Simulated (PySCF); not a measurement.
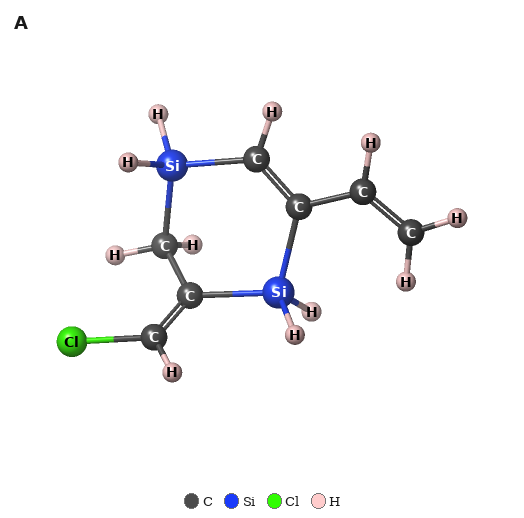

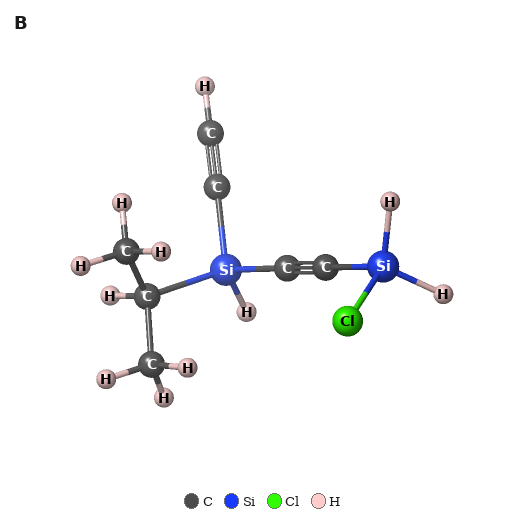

2 stationary structures of one formula. Geometries: GFN2-xTB. Electronic energies: PBE0/pcSseg-1 (PySCF 2.14.0), without zero-point energy. No frequency run is at hand to confirm each as a minimum. Each is one conformer, not always the lowest.

**Are they conformers, stereoisomers or constitutional isomers?**

They are constitutional isomers of C7H11ClSi2: A `C=CC1=C[SiH2]C/C(=C\Cl)[SiH2]1`, B `C#C[Si@@H](C#C[SiH2]Cl)C(C)C`.

**Rank them by energy, lowest first.**

A is lowest; B lies 0.163 eV above it.

The geometry is semi-empirical. Around Si such bond lengths and angles can be off by a tenth of an ångström or more and by several degrees, and values that hang on the shape move with them.
